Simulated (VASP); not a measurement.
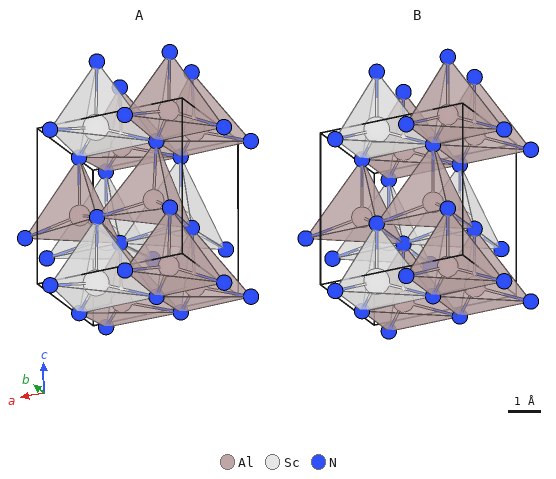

Two geometries of crystalline Sc3Al5N8 (a generated structure, set up in Cm), drawn at one scale. One is the start of a relaxation, the other its converged end. Style: polyhedral. Shown: the cell of the calculation, from a free direction.

All numbers below come from Kohn-Sham DFT of a periodic cell, PBE, VASP PAW PBE potentials, recommended (VASP). Settings: plane-wave cutoff 520 eV; k-point mesh 4 × 4 × 5; occupations gaussian; smearing width 0.03 eV; no spin polarisation.

Which of the two is the end point?

Answer. Structure A is the relaxed one. The run lets cell and atoms move. The energy falls by 2.873 eV per cell of the calculation in 14 geometry steps. The largest force component goes from 4.2 to 0.015 eV/Å. Pressure: 19.45 GPa at the start and −0.01 GPa at the end. The largest move relative to the cell is that of an N atom, 0.18 Å along [−1 −2 3]. By element the largest moves are N 0.18 Å, Sc 0.08 Å, Al 0.06 Å. Cell: a 6.449 → 6.578 Å (+2.0 %), b 6.449 → 6.625 Å (+2.7 %), c 4.944 → 5.068 Å (+2.5 %), α 90.0° → 89.8°, γ 120.0° → 119.8°. Volume +7.6 %. Some distances before and after: N–Sc 1.889 → 2.168 Å, N–Sc 1.889 → 2.143 Å, N–Sc 1.951 → 2.111 Å, Sc–Sc 3.095 → 3.251 Å. Bond angles that change, for instance: Al–N–Al 111.5° → 119.5°, Sc–N–Sc 107.4° → 99.6°, Al–N–Al 107.4° → 113.1°. The space group stays Cm (No. 8). It ran on 1 thread of Intel(R) Xeon(R) Platinum 8259CL CPU @ 2.50GHz (Skylake/Cascade Lake), on a shared host.
